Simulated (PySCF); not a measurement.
**C3H7BO2: density, localisation and related maps**

| atom | x (Å) | y (Å) | z (Å) |
| --- | --- | --- | --- |
| C | 2.2561 | 0.0416 | -0.1667 |
| C | 1.1210 | 0.6365 | 0.1496 |
| C | -0.0053 | -0.0171 | 0.8878 |
| B | -1.2715 | -0.2007 | -0.0774 |
| O | -1.9768 | 0.8995 | -0.4326 |
| O | -1.5677 | -1.4498 | -0.5056 |
| H | 2.4533 | -0.9815 | 0.1087 |
| H | 3.0356 | 0.5488 | -0.7099 |
| H | 0.9396 | 1.6617 | -0.1445 |
| H | -0.2813 | 0.6185 | 1.7309 |
| H | 0.3208 | -0.9821 | 1.2726 |
| H | -2.7186 | 0.7784 | -1.0269 |
| H | -2.3097 | -1.5530 | -1.1035 |

Geometry: GFN2-xTB.

Method: PBE0/def2-SVPD, SCF density, gas phase (PySCF 2.14.0).

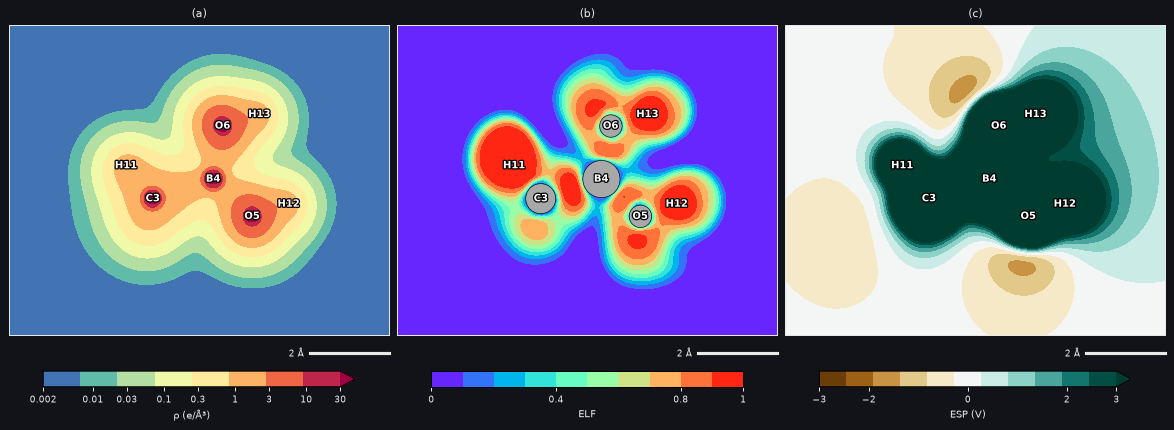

Figure 1. (a) total electron density; (b) ELF; (c) molecular electrostatic potential on the plane of atoms B4, O6 and H13. Grey discs cover the atomic cores in the ELF map.

### Interpret the plot.

- The section cuts through C, B, O and H sites.
- B–O (1.35 Å): ρ is about 2.1 e/Å³ halfway; the ELF peaks at about 0.90 between the atoms (a short, strongly polar bond).
- C–B (1.60 Å): ρ is about 1.3 e/Å³ halfway; the ELF peaks at about 1 between the atoms (localised, covalent bonding).
- O–H (0.96 Å): ρ at the midpoint is about 3.7 e/Å³; the ELF climbs to about 1 towards the hydrogen, as it does in any bond to H (an ordinary covalent bond to hydrogen).
- C–H (1.09 Å): ρ is about 1.9 e/Å³ halfway; the ELF climbs to about 1 towards the hydrogen (an ordinary covalent bond to hydrogen).
- The ELF also peaks beside O5 and O6, away from the bonds: lone-pair regions.
- Outside the dense part of the molecule the potential is most negative (−1.6 V) near O6.

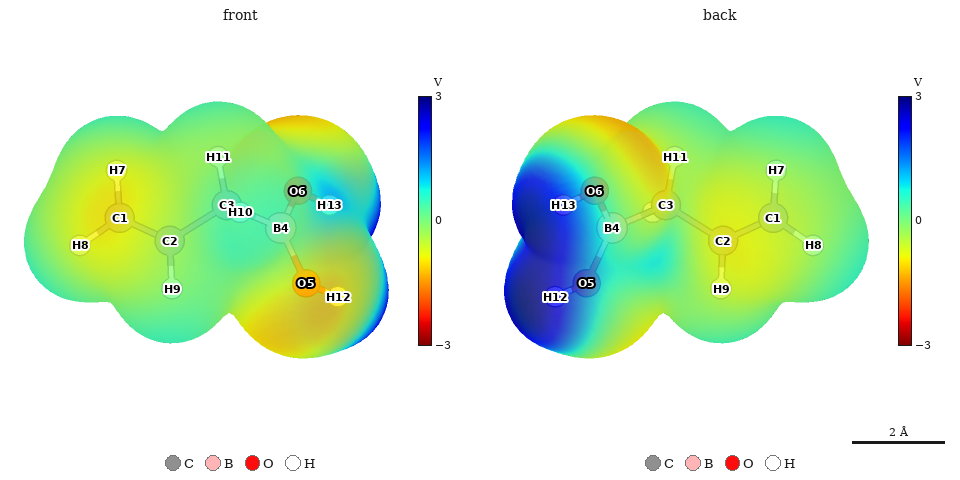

Figure 2. The electrostatic potential painted on the density surface at 0.002 e/bohr³, seen from the front and from behind; the colour scale runs from red (negative) to blue (positive).

### Where is the surface potential most negative and most positive?

The most negative region (about −1.3 V) lies over O6, the most positive (about +2.9 V) over H12 and H13. O6 is the likeliest acceptor of a hydrogen bond.

### How polar is the molecule by this calculation?

Its dipole moment is 2.77 D.
